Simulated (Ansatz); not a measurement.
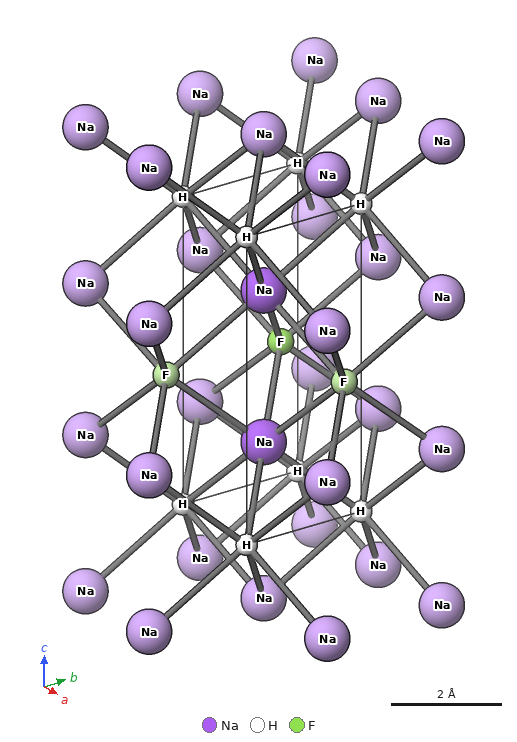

Ball-and-stick drawing of the structure, looking slightly off an axis. The conventional unit cell is outlined; an atom on or near a face, edge or corner is repeated at each equivalent position. Periodic images bonded to atoms of the box are shown as well, in fainter colours.

Na2HF, space group P-6m2 (No. 187), a = 3.293 Å, b = 3.293 Å, c = 5.781 Å, α = 90.00°, β = 90.00°, γ = 120.00°. The cell started as a structure type filled with these elements by a generator (whether the compound takes this form wasn't checked). Earlier steps of the study may have refined or changed the cell and positions. Ansatz was used for an electronic-structure calculation on it.

This one geometry was computed with Ansatz (DFT, plane waves, PAW) at three levels of theory: PBE, HSE06 and LDA.

Which level gives the highest pressure at this volume, and what does that say about its equilibrium volume?

Answer. Highest: PBE (0.0 GPa), which points to the largest equilibrium volume. Lowest, with the smallest volume: LDA (-3.8 GPa). Levels within 0.5 GPa of each other can't be told apart.

How does the band gap change with the level of theory?

Answer. LDA: a gap of 2.72 eV, indirect; PBE: a gap of 3.20 eV, indirect; HSE06: a gap of 4.40 eV, indirect.

Collect the results in a table.

Answer.
| level | cutoff (eV) | k-mesh of the run's cell | gap (eV) | pressure (GPa) |
| --- | --- | --- | --- | --- |
| PBE | 420 | 9×9×4 | 3.20 | 0.0 |
| HSE06 | 420 | 6×6×4 | 4.40 | -1.1 |
| LDA | 420 | 9×9×4 | 2.72 | -3.8 |

Gaps are taken on the k-mesh or band path of each run.
